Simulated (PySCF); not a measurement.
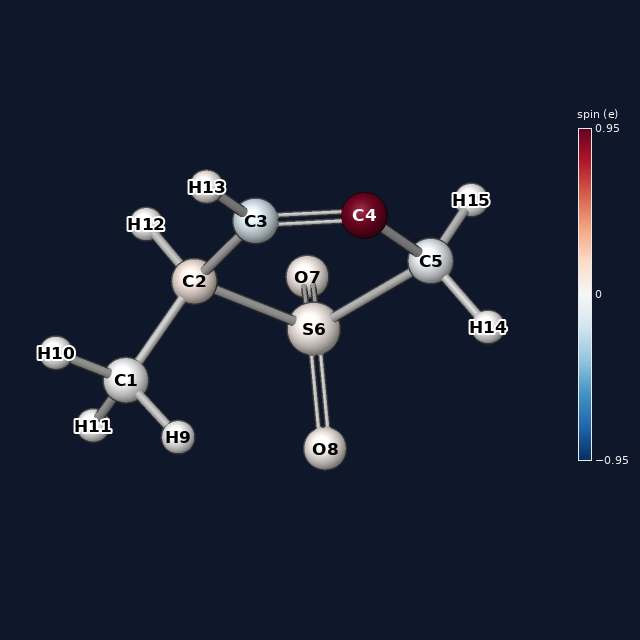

Atoms are coloured by their Mulliken spin populations. State: neutral, doublet. The geometry was computed by an optimisation with GFN2-xTB. No frequency run is at hand to confirm it as a minimum. Properties computed with UKS B3LYP, pcH-1 on C H O S, non-relativistic (PySCF 2.14.0).

List the Mulliken spin populations.

```csv
atom,value (e)
C1,−0.01
C2,0.09
C3,−0.13
C4,0.91
C5,−0.05
S6,0.05
O7,0.05
O8,0.04
H9,0.00
H10,0.00
H11,0.01
H12,−0.01
H13,0.03
H14,0.01
H15,0.01
```

Mulliken values depend strongly on the basis set.
